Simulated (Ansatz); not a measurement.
# Mending a geometry relaxation on TiH$_{2}$ClO$_{2}$F$_{2}$

System: TiH$_{2}$ClO$_{2}$F$_{2}$, multiplicity 2.
Method of run A: UKS PBE/def2-SVP (Ansatz 0.2.0).

The run did not end well. The input holds or restrains some coordinates. Text and figures count atoms from 1; the logs count them from 0 in places.

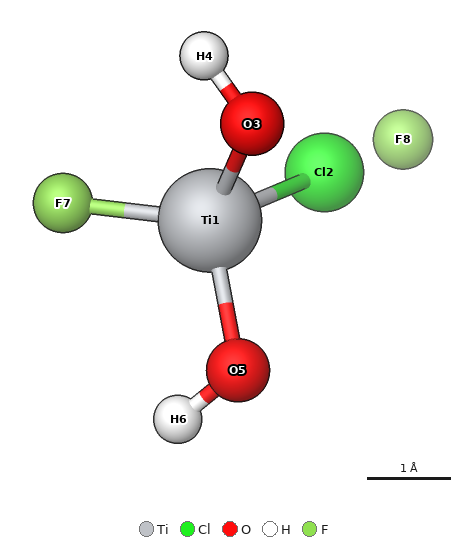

Fig. 1: The input geometry (ball-and-stick view, seen at a tilt; atoms are numbered from 1 in the order of the input). Sticks mark near contacts.

**The input, run A**
```yaml
crystal:
  periodic: [false, false, false]
  atoms:
    - { symbol: Ti, position_ang: [0.0, 0.0, 0.0] }
    - { symbol: Cl, position_ang: [0.0, 0.0, 2.62] }
    - { symbol: O, position_ang: [1.8106, 0.0, -0.6394] }
    - { symbol: H, position_ang: [2.1269, -0.9521, -0.756] }
    - { symbol: O, position_ang: [-0.9043, 1.5667, -0.6394] }
    - { symbol: H, position_ang: [-1.8621, 1.336, -0.8617] }
    - { symbol: F, position_ang: [-0.8619, -1.4933, -0.6094] }
    - { symbol: F, position_ang: [0.0, 0.0, 4.42] }
magnetization:
  spin_polarized: true
  initial_magnetization: 1
basis:
  gaussian: { orbitals: def2-SVP }
hamiltonian:
  xc: pbe
relax:
  f_tol: 0.15
  max_steps: 25
  restrain:
    - { distance: [1, 7], at: 2.7, k: 30.0 }
    - { distance: [0, 1], at: 2.37, k: 30.0 }
```

Command:
```bash
ansatz run input.yaml --threads 4 --pin off --max-ram 5120MiB --backend cpu --events-out ev --progress --plain --runs-dir out
```

Hardware: 4 threads of Arm Neoverse V2, 24 GiB of memory available, shared host.

**Output, shortened to warnings, some set-up lines, iterations and results (run A)**
```
Error: geometry relaxation did not converge after 25 steps: max|allowed force component| = 1.15e0 eV/Å without the restraints, 9.27e-1 eV/Å with the forces of `relax.restrain` added, the figure compared with `relax.f_tol` (threshold 1.5e-1). Raise `relax.max_steps` over both its present limit and 25, loosen `relax.f_tol`, or start from a geometry closer to equilibrium; or lower a very stiff …
[...]
mean field evaluation 1: about -45148.9808 eV, gradient 6.8e1 eV
mean field evaluation 2: about -44470.8122 eV, gradient 3.3e2 eV
mean field evaluation 4: about -44423.8076 eV, gradient 3.6e2 eV
mean field evaluation 8: about -45166.2523 eV, gradient 4.7e-2 eV
mean field evaluation 16: about -45160.9615 eV, gradient 2.1e1 eV
[... 24 lines ...]
relax step  22: F+E_penalty+E_count = -45168.90917851 eV  Δ(F+E_penalty+E_count) = -2.714e-1 eV  max|allowed force component| = 5.537e-1 eV/Å  E_restraint = 0.04801875 eV  …
mean field evaluation 256: about -45168.9484 eV, gradient 1.1e-2 eV
relax step  23: F+E_penalty+E_count = -45168.94842206 eV  Δ(F+E_penalty+E_count) = -3.924e-2 eV  max|allowed force component| = 9.154e-1 eV/Å  E_restraint = 0.03600838 eV  …
relax step  24: F+E_penalty+E_count = -45168.98518916 eV  Δ(F+E_penalty+E_count) = -3.677e-2 eV  max|allowed force component| = 6.945e-1 eV/Å  E_restraint = 0.00168615 eV  …
relax step  25: F+E_penalty+E_count = -45169.02354657 eV  Δ(F+E_penalty+E_count) = -3.836e-2 eV  max|allowed force component| = 1.153e0 eV/Å  E_restraint = 0.03977008 eV  …
  distance Cl 1 - F 7 = 2.7415 Å
  distance Ti 0 - Cl 1 = 2.4005 Å
[...]
```

### What went wrong, and how is the input to be mended?

The run did not converge: “geometry relaxation did not converge after 25 steps: max|allowed force component| = 1.15e0 eV/Å without the restraints, 9.27e-1 eV/Å with the forces of `relax.restrain` added, the figure compared with `relax.f_tol` (threshold 1.5e-1). Raise `relax.max_steps` over both its present limit and 25, loosen `relax.f_tol`, or start from a geometry closer to equilibrium …” Its last values are not results.

A run of the same system that converges differs from this input as follows (lines with − go, lines with + come):
```diff
-    - { distance: [1, 7], at: 2.7, k: 30.0 }
-    - { distance: [0, 1], at: 2.37, k: 30.0 }
+    - { distance: [1, 7], at: 1.5, k: 30.0 }
+    - { distance: [0, 1], at: 3.57, k: 30.0 }
```

**Output, shortened to warnings, some set-up lines, iterations and results (run B)**
```
[...]
mean field evaluation 1: about -45148.9808 eV, gradient 6.8e1 eV
mean field evaluation 2: about -44470.8122 eV, gradient 3.3e2 eV
mean field evaluation 4: about -44423.8076 eV, gradient 3.6e2 eV
mean field evaluation 8: about -45166.2523 eV, gradient 4.7e-2 eV
mean field evaluation 16: about -45160.9615 eV, gradient 2.1e1 eV
[... 6 lines ...]
mean field evaluation 64: about -45165.7727 eV, gradient 1.2e-3 eV
relax step   6: F+E_penalty+E_count = -45165.77266480 eV  Δ(F+E_penalty+E_count) = -1.389e-1 eV  max|allowed force component| = 2.494e0 eV/Å  E_restraint = 0.34898864 eV  …
relax step   7: F+E_penalty+E_count = -45165.67739536 eV  Δ(F+E_penalty+E_count) = -4.361e-2 eV  max|allowed force component| = 3.681e0 eV/Å  E_restraint = 0.18358139 eV  …
relax step   8: F+E_penalty+E_count = -45165.69835642 eV  Δ(F+E_penalty+E_count) = -2.096e-2 eV  max|allowed force component| = 3.697e0 eV/Å  E_restraint = 0.18232788 eV  …
mean field evaluation 96: about -45165.6984 eV, gradient 2.3e-2 eV
mean field -45165.69835642 eV, -1659.8088001885 hartree, gradient 1.4e-5 eV, S^2 0.753088; 6 other end points of the search recorded, 0 dependent functions left out
the calculation of the forces begins
reference -45165.69845291 eV, -1659.8088037345 hartree; 38, 37 occupied and 77, 78 virtual orbitals, 1273 factors
Total energy: -45165.69845291 eV, -1659.8088037345 hartree
Atom 0 at    -0.065367    -0.127167    -0.476035 Å, force     0.052531     0.090766     0.418423 eV/Å
Atom 1 at     0.020159     0.049358     3.074934 Å, force     0.150232     0.247542    -3.696760 eV/Å
Atom 2 at     1.701659    -0.061567    -0.757262 Å, force    -0.011925    -0.062259     0.016705 eV/Å
Atom 3 at     2.377860    -0.760760    -0.810864 Å, force     0.010242     0.037123    -0.014873 eV/Å
Atom 4 at    -0.888134     1.432395    -0.790706 Å, force    -0.047649    -0.048391     0.018418 eV/Å
Atom 5 at    -1.833286     1.656474    -0.865425 Å, force     0.024796     0.032823    -0.015127 eV/Å
Atom 6 at    -0.946669    -1.652751    -0.517924 Å, force    -0.019105    -0.033087    -0.004042 eV/Å
Atom 7 at    -0.057023    -0.078682     4.677381 Å, force    -0.159123    -0.264517     3.277256 eV/Å
Dipole moment:    -0.030650    -0.062447    -0.675779 e Å
```

**The two runs side by side**

```csv
quantity,run A,run B
outcome,not converged,converged
total energy (hartree),–,−1659.808804
⟨S²⟩,–,0.753
largest force (eV/Å),–,3.708
basis functions,–,115
wall time (shared host),65 s,21 s
```
